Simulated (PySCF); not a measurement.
Molecule: SMILES CC(C)(C)[OH2+] (charge +1). Atoms near the plane z = 0.0 Å, at the GFN2-xTB optimised geometry (x, y, z in Å): C1 (0.6, 0.8, 0.0), H6 (1.7, 0.8, 0.0), H7 (0.3, 1.9, 0.0), H8 (0.3, 0.3, -0.9), H11 (0.2, -1.9, 0.3), H16 (-1.7, -0.3, 0.4).

Computed with CAM-B3LYP/def2-TZVP in PySCF. Cells within 0.4 Å of a nucleus heavier than hydrogen are left out (blank, or x). The values are rescaled to run from 0 to 1.

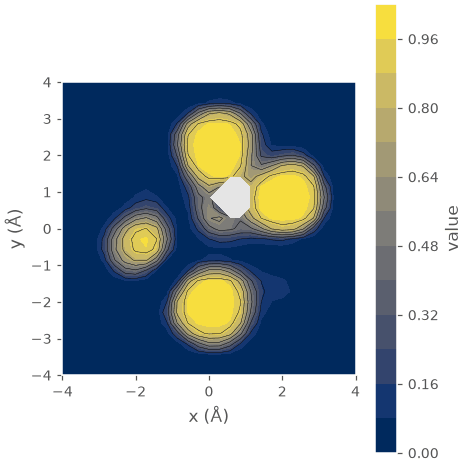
a field on the plane z = 0.0 Å.

### Question
Which quantity is mapped?
A) electron localisation function
B) deformation density (molecule minus spherical neutral atoms)
C) an orbital amplitude
D) log10 of the electron density

### Answer
A, electron localisation function
